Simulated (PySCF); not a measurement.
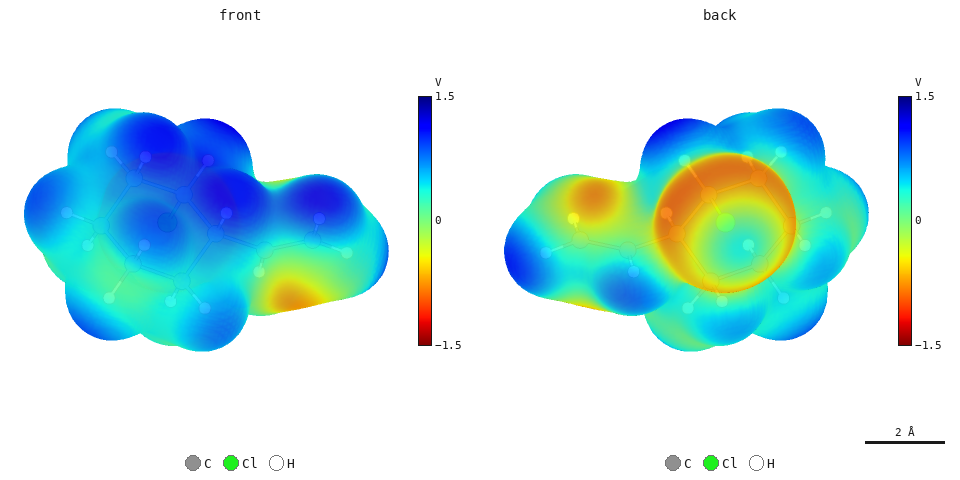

C$_{8}$H$_{13}$Cl. The molecular electrostatic potential painted on the density surface at 0.004 e/bohr³, seen from the front and from behind; the colour scale runs from red (negative) to blue (positive).

Geometry: GFN2-xTB.

Method: PySCF, PBE0/pcSseg-1, SCF density, gas phase, non-relativistic.

```xyz
22

C    -3.1647    0.2837   -0.6960
C    -2.1588    0.1146    0.1407
C    -0.7195    0.0559   -0.2742
C    -0.0813   -1.2758    0.1357
C     1.3690   -1.3407   -0.3333
C     2.1707   -0.1862    0.2598
C     1.5452    1.1535   -0.1200
C     0.0840    1.2252    0.3047
Cl   -0.0095    1.2352    2.0953
H    -3.0107    0.3956   -1.7574
H    -4.1868    0.3139   -0.3592
H    -2.3380    0.0045    1.2012
H    -0.6625    0.1530   -1.3650
H    -0.1201   -1.3716    1.2222
H    -0.6557   -2.0972   -0.2971
H     1.4034   -1.2856   -1.4246
H     1.8114   -2.2920   -0.0315
H     2.1883   -0.2779    1.3471
H     3.2013   -0.2199   -0.0981
H     2.1014    1.9727    0.3399
H     1.5863    1.2848   -1.2045
H    -0.3637    2.1738   -0.0064
```

**Which sites attract a positive test charge, and which a negative one?**

A positive charge is drawn to the negative regions and a negative charge to the positive ones. The most negative region (about −0.8 V) lies over Cl9, the most positive (about +1.1 V) over H10, H13, H21 and H22. Cl9 shows a σ-hole: about +0.3 V at the tip opposite its bond, against about −0.3 V on its flanks.

**How polar is the molecule by this calculation?**

Its dipole moment is 1.99 D.
